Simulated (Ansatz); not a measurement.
# Heat carried by phonons in Al2O3 (Corundum, R-3c), part 2 of 3

How well does the lattice of Al2O3 (Corundum) conduct heat?

Experimental results on record:
- thermal conductivity 30 W/m/K near room temperature (given in “Combining the AFLOW GIBBS and Elastic Libraries to efficiently and robustly screen thermo-mechanical properties of solids”, 2017, arXiv:1611.05714)

Ansatz 0.2.0; DFT r2SCAN, scalar-relativistic, plane waves, PAW; PAW set soft_1.

So far. Step 2 (Probe on a coarse mesh): The start is under -0.37 GPa at this level and looks like an insulator or semiconductor on this mesh. Step 4 (Tight relaxation): The residual pressure is -0.0034 GPa, small enough for phonons. The relaxed cell has a = 4.758, c = 12.992 Å (conventional setting).

## 5. Third-order constants and the Boltzmann equation

The supercell must be wider than twice the pair cutoff, and the number of displaced cells grows with the pairs inside it, which is where the cost lies.

Contents of input.yaml:

```yaml
crystal:
  lattice:
    - [2.3788893861, 1.3734524274, 4.3307597401]
    - [-2.3788893861, 1.3734524274, 4.3307597401]
    - [0.0, -2.7469048548, 4.3307597401]
  atoms:
    - { symbol: Al, position: [0.3518435774, 0.3518435774, 0.3518435774] }
    - { symbol: Al, position: [0.1481564226, 0.1481564226, 0.1481564226] }
    - { symbol: Al, position: [0.6481564226, 0.6481564226, 0.6481564226] }
    - { symbol: Al, position: [0.8518435774, 0.8518435774, 0.8518435774] }
    - { symbol: O, position: [0.5563252306, 0.9436747694, 0.25] }
    - { symbol: O, position: [0.25, 0.5563252306, 0.9436747694] }
    - { symbol: O, position: [0.9436747694, 0.25, 0.5563252306] }
    - { symbol: O, position: [0.4436747694, 0.0563252306, 0.75] }
    - { symbol: O, position: [0.75, 0.4436747694, 0.0563252306] }
    - { symbol: O, position: [0.0563252306, 0.75, 0.4436747694] }
kpoints:
  mp_grid: { grid: [6, 6, 6] }
hamiltonian:
  xc: r2scan
  pseudopotentials: { kind: paw, azcp: { folder: soft_1 } }
scf:
  occupations: { method: fixed }
  lower_state_search: "off"
output:
  eigenvalues: true
phonons:
  method: fd
  dielectric: true
  supercell: [2, 2, 2]
  temperatures: { t_max: 1000, t_step: 50 }
  qpath:
    path:
      - [[0.0, 0.0, 0.0], [0.5, 0.0, 0.0], [0.5, 0.23371806, -0.23371806]]
      - [[0.76628194, 0.5, 0.23371806], [0.5, 0.5, 0.5], [0.0, 0.0, 0.0], [0.36685903, 0.0, -0.36685903]]
      - [[0.63314097, 0.36685903, 0.0], [0.5, 0.5, 0.0], [0.63314097, 0.63314097, 0.23371806], [0.5, 0.5, 0.5]]
    npoints: 10
  third_order: { supercell: [2, 2, 2], pair_cutoff: 2.827 }
  lattice_thermal_conductivity:
    qmesh: [13, 13, 13]
    temperatures: [100.0, 150.0, 200.0, 300.0, 400.0, 500.0, 600.0, 800.0]
    isotope_mass_variance: [{ species: Al, variance: 0.0 }, { species: O, variance: 3.359e-05 }]
    solution: relaxation_time
```

Run with:

```bash
$ ansatz run input.yaml --threads 18 --pin off --max-ram 92160MiB --backend cuda --events-out ev --progress --plain --runs-dir out --max-vram 78GiB
```

Numbers of over 12 decimals in the logs are rounded to 6 here.

Log:

```text
Warning: phonons: the dynamical matrix that this run interpolates holds no multipole term above the dipole-dipole one, and a site of this crystal is no centre of inversion, so its interpolated transverse optical and acoustic branches and sound speeds can stay off near Gamma, and the density of states and the thermodynamics with them. What a run solves at a wave vector of phonons.qpoints, Gamma apart, where the deck admits one, is free of this, and under fd what a larger phonons.supercell samples
Warning: phonons.dielectric: true without phonons.rigid_motions: the static dielectric tensor ε⁰ will be withheld (ε∞, Z* and the rows of modes are given); for a crystal or a slab, whose only rigid motions are the translations, set phonons.rigid_motions: translations
[...]
Crystal: 80 atoms, lattice volume = 679.193 Å³
Basis set: ecut = 500 eV, 17269 PW (Γ), exchange–correlation on 480×480×480 points (216 copies of the dense FFT grid, shifted against one another)
Bands: 272, of which v1, the nominal top of the filled ones, is band 192 counted from 1 (191 counted from 0)
Symmetry: 96 space group operations
k-points: 6 of 27
[...]
SCF iter   1: F=-44725.303359 eV  HF=-44725.303359 eV  |F-HF|=7.28e-12  |Δ(HF+E_count)|=         —  Δρ=6.25e-8  dr2=1.94e-11  dr2_τ=2.07e-12  ethr=1.00e-12  ⟨swp⟩=3.0  Hψ=3840  notcnv=0
[...]
SCF iter   2: F=-44725.303359 eV  HF=-44725.303359 eV  |F-HF|=0.00e0  |Δ(HF+E_count)|=  7.28e-12  Δρ=3.73e-8  dr2=6.02e-12  dr2_τ=4.35e-13  ethr=1.00e-12  ⟨swp⟩=2.7  Hψ=2968  notcnv=0
SCF 1 converged in 2 iterations: F = -44725.303359 eV  dr2 = 6.02e-12
[...]
SCF iter   2: F=-44725.303359 eV  HF=-44725.303359 eV  |F-HF|=1.46e-11  |Δ(HF+E_count)|=  1.46e-11  Δρ=2.23e-8  dr2=2.15e-12  dr2_τ=1.48e-13  ethr=1.00e-12  ⟨swp⟩=3.0  Hψ=3588  notcnv=0
SCF 2 converged in 2 iterations: F = -44725.303359 eV  dr2 = 2.15e-12
[...]
Crystal: 10 atoms, lattice volume = 84.899 Å³
Basis set: ecut = 500 eV, 2169 PW (Γ), exchange–correlation on 160×160×160 points (64 copies of the dense FFT grid, shifted against one another)
Bands: 34, of which v1, the nominal top of the filled ones, is band 24 counted from 1 (23 counted from 0)
Symmetry: 12 space group operations
k-points: 68 of 216 (irreducible under 2 space group operations, time reversal used)
[...]
SCF 3 converged in 2 iterations: F = -5590.662899 eV  dr2 = 8.76e-12
[...]
441.38      2            41.2015
        448.97      2             0.0000
        538.21      1             0.0000
        572.28      2            80.0755
        578.66      2             0.0000
        583.71      1            23.5127
        605.26      1             0.0000
        635.58      2             5.3258
        646.96      1             0.0000
        700.17      1             0.0000
        753.12      2             0.0000
        758.37      1             0.0000
  optical modes at Γ + LO–TO along q̂ = [1.0000, 0.0000, 0.0000]:
      ω (cm⁻¹)  modes    IR ((D/Å)²/amu)
        308.21      1             0.0000
        381.08      2             0.0000
        386.31      1             1.3853
        388.47      1             0.0294
        400.48      1            40.6348
        420.16      1             0.0000
        433.77      2             0.0000
        441.38      1            20.6007
        448.97      2             0.0000
        482.41      1             0.7811
        538.21      1             0.0000
        572.28      1            40.0378
        578.66      2             0.0000
        583.71      1            23.5127
        605.26      1             0.0000
        631.72      1             0.1249
        635.58      1             2.6629
        646.96      1             0.0000
        700.17      1             0.0000
        753.12      2             0.0000
        758.37      1             0.0000
        907.00      1            63.7514
  optical modes at Γ + LO–TO along q̂ = [0.0000, 1.0000, 0.0000]:
      ω (cm⁻¹)  modes    IR ((D/Å)²/amu)
        308.21      1             0.0000
        381.08      2             0.0000
        386.31      1             1.3853
        388.47      1             0.0294
        400.48      1            40.6348
        420.16      1             0.0000
[...]
optical modes at Γ + LO–TO along q̂ = [0.0000, 0.0000, 1.0000]:
      ω (cm⁻¹)  modes    IR ((D/Å)²/amu)
[...]
448.97      2             0.0000
        509.36      1             1.8972
        538.21      1             0.0000
        572.28      2            80.0755
        578.66      2             0.0000
        605.26      1             0.0000
        635.58      2             5.3258
        646.96      1             0.0000
        700.17      1             0.0000
        753.12      2             0.0000
        758.37      1             0.0000
        878.84      1            62.2503
  density of states and harmonic sums: on the 16×16×16 q-mesh, interpolated from the force constants of a 2×2×2 supercell (with the dipole–dipole term)
  largest difference from the sums on the solved wave vectors: F 5.69e-2 eV, S 9.01e-5 and C_V 3.14e-5 eV/K
  zero-point energy: 0.935122 eV/cell   skipped modes (ω ≤ 0): 3   left out of the sums: 2.44e-5 of the cell's modes: C_V's classical limit lies that fraction below 3 k_B per atom; for a crystal, a wire or a layer, F and S can be off by more, and a phonons.interpolated_qmesh denser along its periods is the remedy for the sampling
--- Third-order force constants: 368 member SCFs in a 2×2×2 supercell (pair cutoff 2.827 Å, amplitude 0.03 Å, SCF threshold 1.00e-9 eV, Σ member SCF iterations 2941) ---
  symmetry images taken by strict's conditions (phonons.symmetry_images: auto; settled by no image being taken that strict refuses)
  754 force-constant blocks with the first atom in the home cell, fitted with 327 parameters over 19 symmetry orbits; no atom triplet left out
  sum-rule residual: 3.941e0 → 5.898e-14 eV/Å³; symmetrization residual: 1.012e-1 eV/Å³; largest sum-rule correction relative to its orbit: 1.592e-1, on the orbit of the block of home site 4 with site 4 of cell (0, 0, 0) and site 8 of cell (0, 0, 0), whose norm before the correction was 5.579e0 eV/Å³
--- Lattice thermal conductivity: 13×13×13 mesh (231 irreducible points), tetrahedron method ---
  three-phonon and isotope scattering only; four-phonon, boundary and, in a metal, phonon-electron scattering are left out
  each conductivity is what the modes' populations carry and what the coherences between them add
  conductivity (a third of the tensor's trace), W/(m K), in the relaxation-time approximation:
       T (K)   relaxation time
      100.00          450.2566
      150.00          141.3423
      200.00           76.7362
      300.00           40.2224
      400.00           28.0159
      500.00           21.8740
      600.00           18.1346
      800.00           13.7635
```

Run time: 22 min. Hardware: 1 × NVIDIA GB200 with 18 threads of Arm Neoverse V2, shared host; peak memory 3.5 GiB; 3 h of CPU time.

This step gave:

```yaml
lowest_frequency_on_the_path: 0 cm⁻¹
zero_point_energy: 0.9351 eV/cell
point_group: -3m
highest_frequency_solved_or_plainly_interpolated: 907 cm⁻¹
debye_temperature_second_moment: 986 K
kappa_at_300_k_relaxation_time: 40.22 W/m/K
dipole_term: run
mean_free_path_at_half_of_kappa: 51.7 nm
share_of_kappa_above_the_three_lowest_branches: 0.269
third_order_blocks: 754
periodic_aliases_dropped: 0
largest_relative_sum_rule_correction: 0.1592
displaced_cells_third_order: 368
```

LO-TO term included. Phonon branches along the path, in cm⁻¹:

```
    point  branch 1  branch 2  branch 3  branch 4  branch 27  branch 28  branch 29  branch 30
        Γ         0         0         0       308        753        753        758        905
        L       234       234       249       249        759        759        833        833
       B1       252       252       288       288        764        764        806        806
jump to B       252       252       288       288        764        764        806        806
        Z       225       225       225       225        699        699        841        841
        Γ         0         0         0       308        753        753        758        879
        X       237       259       269       289        751        773        809        811
jump to Q       237       259       269       289        751        773        809        811
        F       223       262       283       309        755        768        773        816
       P1       238       267       273       300        737        766        802        813
        Z       225       225       225       225        699        699        841        841
```

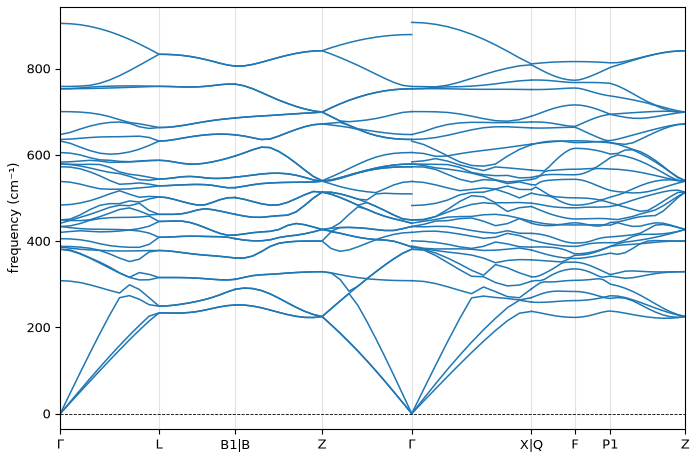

Phonon branches along the path.

The lattice thermal conductivity by temperature:

```
temperature (K)  RTA xx (W/m/K)  RTA zz (W/m/K)
            100             410             531
            150             130             165
            200            70.8            88.7
            300            37.5            45.7
            400            26.3            31.4
            500            20.6            24.3
            600            17.2            20.1
            800            13.1            15.1
```

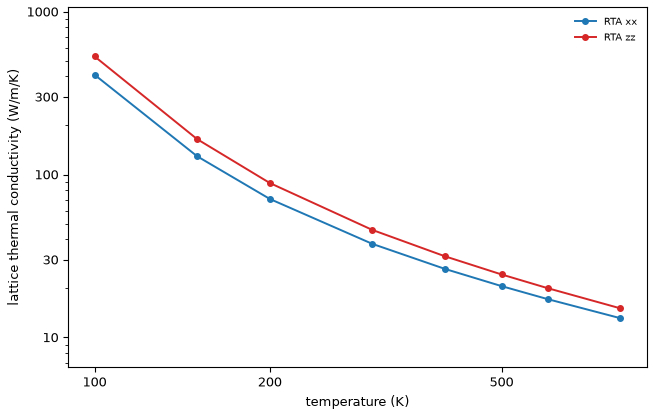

Lattice thermal conductivity, plotted against temperature.

The modes has structure finer than the step of the table below, so its rows give means over 50 cm⁻¹, whole bins alone (the curve runs from -10 to 940 cm⁻¹). Peaks (cm⁻¹: height): Al 312.8: 0.0383, 420.4: 0.0362, 551.9: 0.0280, 814.9: 0.00748; O 414.4: 0.0471, 492.1: 0.0467, 677.4: 0.0554, 755.1: 0.0692.

Phonopy on the run's constants, 15x15x15 mesh, Gaussian sigma 6.8 cm⁻¹. The modes by wavenumber; means over each step; values in 1/cm⁻¹/cell:

```
wavenumber (cm⁻¹)       Al        O
               50   3.8e-4   3.3e-4
              100  0.00143  0.00119
              150  0.00373  0.00281
              200  0.00943  0.00593
              250   0.0215  0.00999
              300   0.0338   0.0120
              350   0.0205   0.0159
              400   0.0308   0.0431
              450   0.0269   0.0347
              500   0.0221   0.0401
              550   0.0254   0.0394
              600   0.0155   0.0304
              650  0.00833   0.0360
              700  0.00476   0.0257
              750  0.00379   0.0360
              800  0.00555   0.0163
              850  0.00505  0.00872
              900  0.00114  0.00151
```

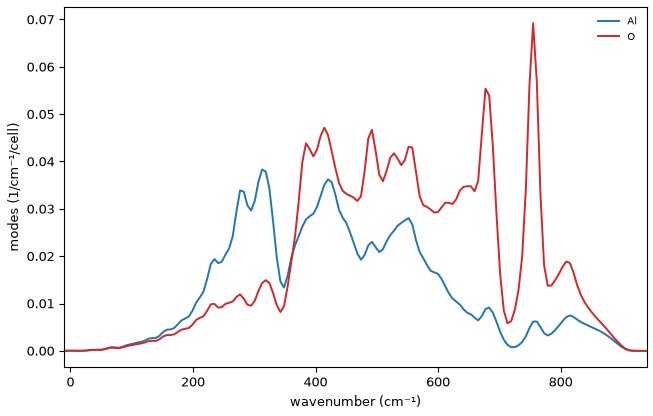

Modes, plotted against wavenumber.

Distinct triplets, nearest first. Third order norms, by row:

```
   sites  side 1 (Å)  side 2 (Å)  side 3 (Å)  norm of the 27 components (eV/Å³)
Al-Al-Al           0           0           0                              78.17
   O-O-O           0           0           0                              86.28
 Al-Al-O           0        1.86        1.86                              62.27
  Al-O-O           0        1.86        1.86                              62.61
  Al-O-O           0        1.97        1.97                              34.34
 Al-O-Al           0        1.97        1.97                              33.85
  Al-O-O        1.97        1.97        2.52                              1.014
   O-O-O           0        2.52        2.52                              11.07
   O-O-O        2.52        2.52        2.52                              1.005
  Al-O-O        1.86        1.97        2.62                              0.839
   O-O-O           0        2.62        2.62                              8.603
 Al-O-Al        1.97        1.97        2.65                              1.563
Al-Al-Al           0        2.65        2.65                              12.79
  Al-O-O        1.86        1.97        2.72                              0.898
   O-O-O        2.52        2.62        2.72                              0.732
   O-O-O           0        2.72        2.72                                5.7
   O-O-O           0        2.72        2.72                              5.856
 Al-Al-O        1.86        1.97        2.79                              1.814
Al-Al-Al           0        2.79        2.79                              9.124
```

Born charge (rows field, columns displacement) (e), principal values of the symmetric part by kind of site:

```
atom  atoms with these values    low  middle   high   mean
 Al1                        4   2.95    2.97   2.97   2.97
  O5                        6  -2.23   -2.08  -1.62  -1.98
```

In full for Al1:

```
 2.97 -0.03  0.00
 0.03  2.97  0.00
 0.00  0.00  2.95
```

RTA, 300 K. Kappa by branch, by row:

```
branch (by rank)  mean frequency (THz)  mean rms speed (km/s)  median lifetime (ps)  share of kappa
               1                  5.88                   4.04                  3.12           0.176
               2                  6.37                   4.33                  5.67           0.329
               3                  7.78                    3.6                  2.78           0.226
               4                  8.65                   2.56                     3           0.039
               5                  9.45                   2.34                  3.16           0.029
               6                  9.97                   2.35                  3.41           0.026
               7                 11.09                   1.85                  3.22           0.015
               8                 11.49                   1.56                   3.4           0.013
               9                 11.91                   1.77                  3.32           0.014
              10                 12.29                   1.58                  3.27           0.012
              11                 12.71                   1.51                  3.09           0.011
              12                 13.08                   1.83                  3.39           0.014
              13                 13.55                   2.36                  3.42           0.024
              14                 14.11                   2.01                   2.7           0.013
              15                 14.62                   1.85                  2.56            0.01
              16                 15.08                   1.91                  2.06            0.01
              17                 15.59                   1.69                  1.95           0.006
              18                 16.05                   1.62                   1.5           0.004
```

Table of spectral kappa at 300 K, relaxation time (W/m/K/THz) by frequency; read off at these points:

```
frequency (THz)  spectral kappa at 300 K, relaxation time (W/m/K/THz)
            0.2                                                     0
            1.2                                                  4.45
            1.8                                                  1.95
            2.2                                                  10.2
            3.2                                                  5.01
            5.2                                                  5.92
            6.8                                                  3.83
            8.2                                                  2.41
            9.8                                                  1.82
           11.2                                                  1.02
           12.8                                                  1.36
           14.8                                                 0.779
           16.2                                                 0.340
           17.8                                                 0.396
           19.2                                                 0.112
           20.8                                                0.0600
           22.2                                                0.0356
           24.2                                                0.0342
           25.8                                                0.0116
           27.2                                                1.4e-4
```

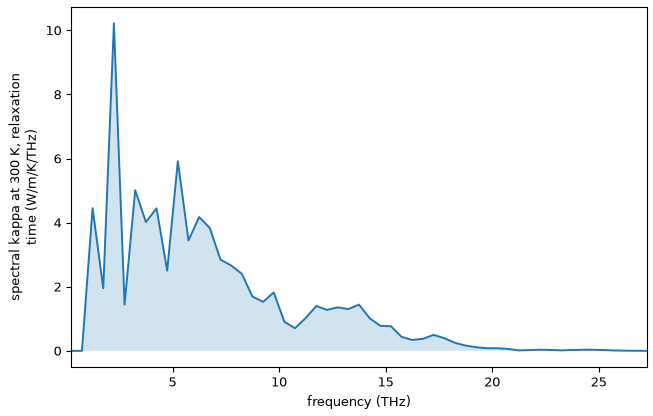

Spectral kappa at 300 K, relaxation time (W/m/K/THz), plotted against frequency.

Relaxation-time solution. Table of share of κ carried by shorter paths by mean free path:

```
mean free path (nm)  100 K  300 K  800 K
              0.316      0      0  0.002
              0.681      0      0  0.021
               2.15      0  0.011  0.163
               4.64      0  0.052  0.335
                 10      0  0.163  0.505
               31.6  0.002  0.388  0.746
               68.1  0.007  0.566   0.85
                147  0.027  0.735  0.901
                316  0.075  0.843  0.982
               1000  0.258  0.952      1
               2150  0.439      1      1
               4640  0.633      1      1
              14700  0.782      1      1
              31600      1      1      1
```

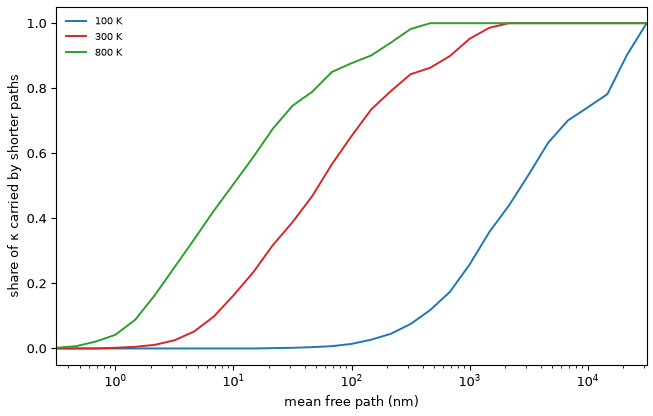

Share of κ carried by shorter paths against mean free path.

(Continued in part 3 of 3.)

[Logs are printed without paths, hosts, clocks, repeated set-up lines and the standing remarks that a program may print on its own settings, such as how far it seeks lower states.]

[Hosts, paths, dates, database ids (printed as entryN), source tags and the programs' standing remarks are cut or masked in the printed files.]

[A step with changed settings may run another functional than the one named; its input shows which.]

[Pressures of single members of a volume series are the stress at the run's cutoff; with an incomplete basis they can lie off −dE/dV of the same runs, and they are not shown converged.]
